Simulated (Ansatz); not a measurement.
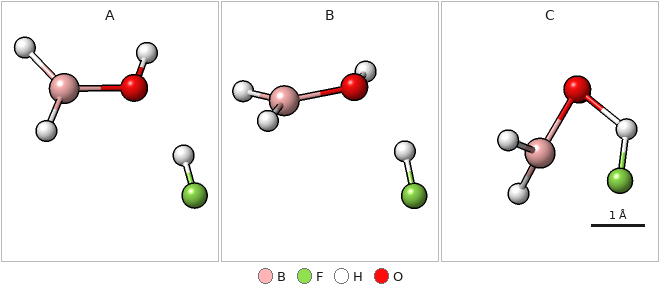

3 geometries from a converged minimum-energy path of BH$_{4}$OF, shuffled. Style: ball-and-stick. Shown from a free direction.

All numbers below come from Ansatz, RKS B3LYP/6-31G*. Run with 5 movable images; climbing image; force threshold 0.05 eV/Å; iteration limit 60; starting path through a guess of the saddle point.

Q: One of them is the converged climbing image. Which?

A: C. In order along the path, whose images run from 0 to 6: C (image 2, +20.0 kcal/mol), B (image 5, +10.0 kcal/mol), A (image 6, +9.8 kcal/mol). Breaking: B–F (1.37 → 3.34 Å), H–O (0.97 → 1.77 Å). Forming: B–O (1.81 → 1.36 Å), F–H (2.57 → 0.94 Å).

The run took 100 s on 1 thread of Intel(R) Xeon(R) Platinum 8259CL CPU @ 2.50GHz (Skylake/Cascade Lake), on a shared host, peak memory 0.12 GiB.
